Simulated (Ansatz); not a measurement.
**C2H5BClF (SMILES CCB(F)Cl): density, localisation and related maps**

Input file:

```
crystal:
  periodic: [false, false, false]
  atoms:
    - {symbol: C, position_ang: [-0.833784, 0.266560, 0.896720]}
    - {symbol: C, position_ang: [0.326796, 0.449410, -0.073263]}
    - {symbol: B, position_ang: [0.658749, -0.783976, -0.963098]}
    - {symbol: F, position_ang: [-0.024531, -1.909690, -0.881368]}
    - {symbol: Cl, position_ang: [1.971436, -0.748938, -2.136817]}
    - {symbol: H, position_ang: [-1.760211, 0.030869, 0.368869]}
    - {symbol: H, position_ang: [-0.643816, -0.551399, 1.594797]}
    - {symbol: H, position_ang: [-1.006583, 1.170809, 1.483595]}
    - {symbol: H, position_ang: [0.149014, 1.298898, -0.745260]}
    - {symbol: H, position_ang: [1.245931, 0.726257, 0.458926]}
basis:
  gaussian: {orbitals: def2-TZVPP}
hamiltonian: {xc: pbe0, dispersion: d4}
output: {orbitals: {seedname: orbitals}}
```

Command:

```sh
ansatz run in.yaml --threads 4 --pin off --events-out ev --progress --plain --max-ram 10444MiB
```

Geometry: PBE0-D4/def2-TZVP.

These are results of Ansatz 0.2.0, RKS PBE0-D4/def2-TZVPP, not measurements.

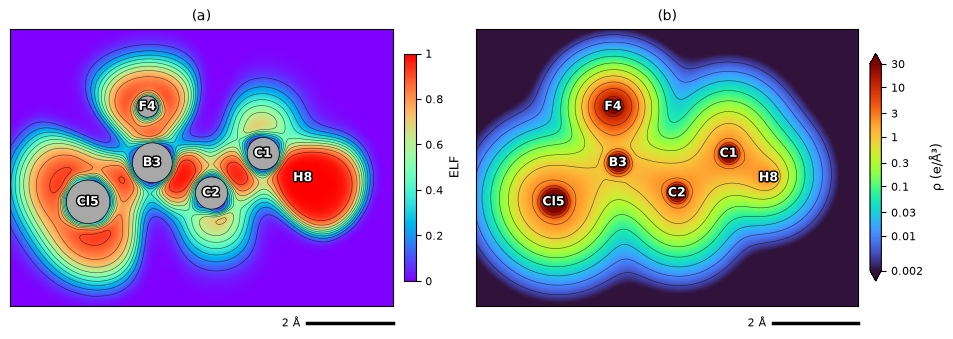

Figure 1. (a) electron localisation function; (b) total electron density on the plane of atoms C2, C1 and H8. Grey discs cover the atomic cores in the ELF map.

Q: Interpret the plot.

A:
- Atoms in the plane: C, B, F, Cl and H.
- B–F (1.32 Å): the density is about 2.3 e/Å³ at the midpoint; the ELF peaks at about 0.85 between the atoms (a shared but strongly polarised pair).
- C–C (1.52 Å): ρ at the midpoint is about 1.6 e/Å³; the ELF peaks at about 0.95 between the atoms (a covalent bond).
- C–B (1.56 Å): ρ is about 1.5 e/Å³ halfway; the ELF peaks at about 1 between the atoms (a covalent bond).
- B–Cl (1.76 Å): ρ at the midpoint is about 1.4 e/Å³; the ELF peaks at about 0.90 between the atoms (a polar covalent bond).
- C–H (1.09 Å): ρ is about 2 e/Å³ halfway; the ELF climbs to about 1 towards the hydrogen, as it does in any bond to H: an ordinary covalent bond to hydrogen.
- The ELF also peaks beside Cl5 and F4, away from the bonds: lone-pair regions.

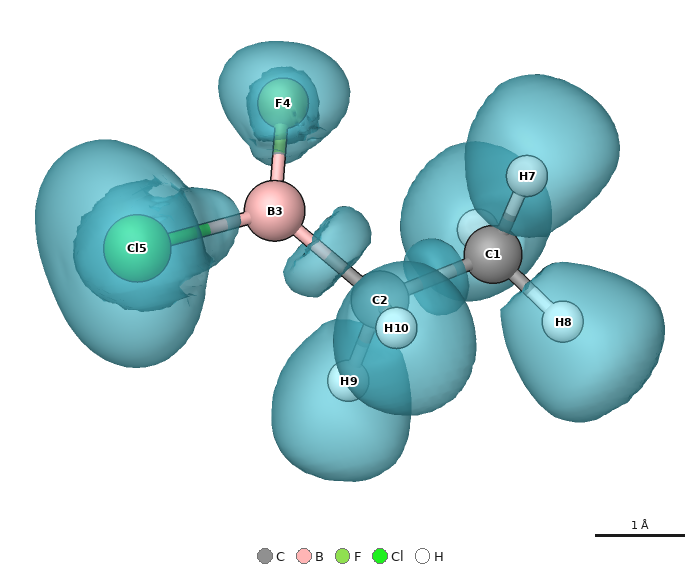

Figure 2. Isosurface of the ELF at 0.8 (cyan), seen at a tilt. Only the valence region is drawn (cores and ρ < 0.01 e/Å³ removed).

Q: Describe the localisation domains.

A: At this value the surface marks out one region between bonded B–C atoms (shared pairs), one region between bonded C–C atoms (shared pairs), five regions around hydrogen nuclei, one region on Cl in which the atom's valence shell and bonds are merged and one region on F in which the atom's valence shell and bonds are merged.

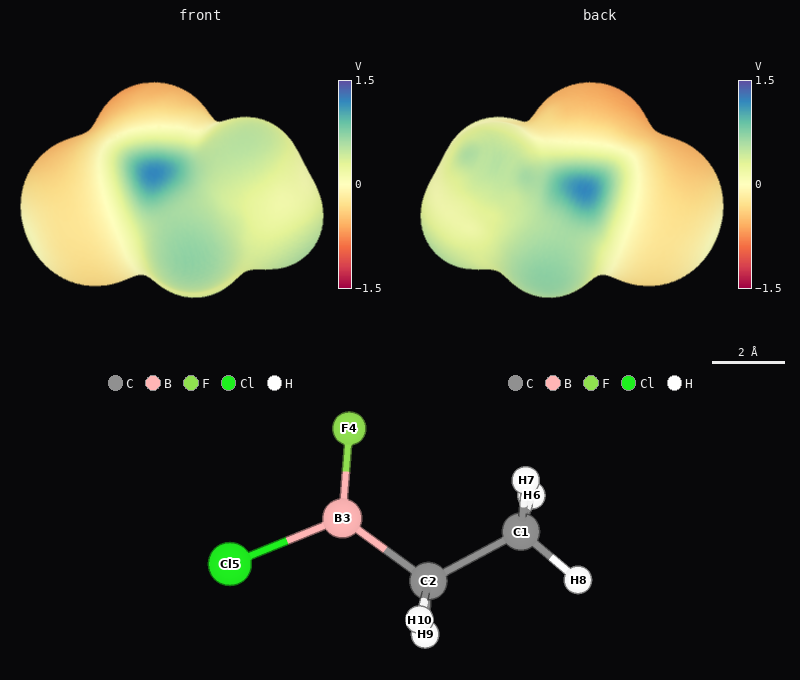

Figure 3. The electrostatic potential painted on the density surface at 0.001 e/bohr³, seen from the front and from behind; the colour scale runs from red (negative) to blue (positive). The bare structure is drawn below in the same view.

Q: Which sites attract a positive test charge, and which a negative one?

A: A positive charge is drawn to the negative regions and a negative charge to the positive ones. The most negative region (about −0.7 V) lies over F4, the most positive (about +1.2 V) over B3.
